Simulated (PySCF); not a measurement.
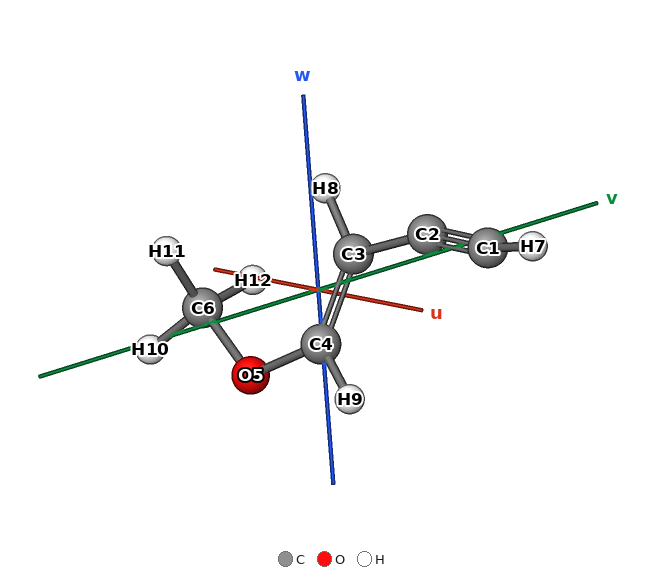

The lines u, v and w are the principal axes of the static dipole polarisability. Geometry: a frame of a GFN2-xTB molecular-dynamics simulation, not a minimum. Method: PBE0/def2-SVPD (PySCF 2.14.0).

Along which axis is the molecule most polarisable, and along which least?

Answer. Most along v (nearly parallel to the C2–C3 bond), least along u.

Give the three principal values.

Answer. u 44.0, v 101.6, w 55.1 bohr³; mean 66.9, anisotropy 52.9 bohr³.
